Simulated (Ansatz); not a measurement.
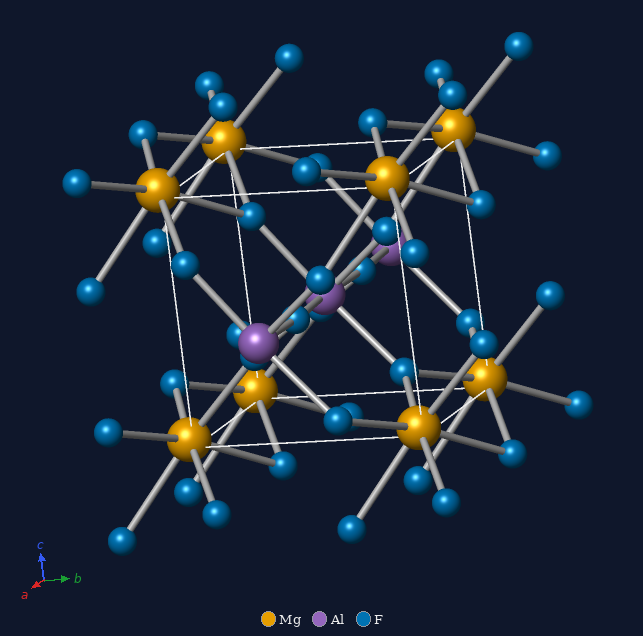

Shown here is a ball-and-stick view of the crystal, taken slightly off an axis. The frame is the cell (the run's own, in a reduced setting); atoms at its boundary are shown with their periodic copies. Bonded neighbours in the next cells are drawn too.

```xyz
7
Lattice="0.0846 -0.0490 3.6712 -3.6493 2.9875 1.7065 -3.6898 -3.0846 1.7912" Properties=species:S:1:pos:R:3 pbc="T T T"
Mg   -3.5915    2.7787    5.3121
Al   -3.5566   -0.0764    3.5028
F    -1.9821   -0.2710    3.8642
F    -5.3024    0.0432    3.8206
F    -3.5480   -0.0481    5.3259
F    -3.7538   -1.9014    3.6098
F    -3.5526    1.8459    3.6925
```

Electronic-structure method: DFT, PAW plane waves, r2SCAN (Ansatz 0.2.0). Parameters: an energy cutoff of 500 eV, k-points about 0.34 Å⁻¹ apart, Fermi-Dirac smearing of 0.1 eV, no spin polarisation.

### List the Bader charges.

Mg +1.82 e; Al +2.64 e; F -0.89 e. The transfer is large, as in an ionic solid.

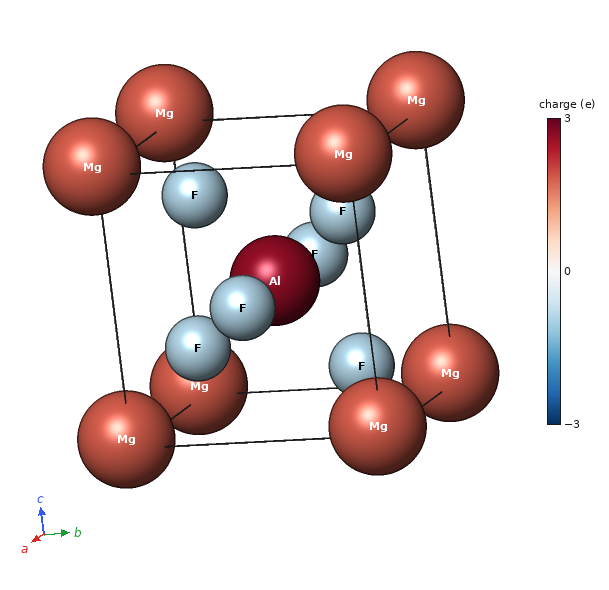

The atoms coloured by those charges.

The geometry is that of a known structure type with the cell strained and the atoms shaken on purpose, without relaxation. Ansatz was used for an electronic-structure calculation on it.

At this level of theory the cell isn't at rest (forces up to 4.6 eV/Å), so its distances can differ from those at equilibrium, the more so the softer the solid.
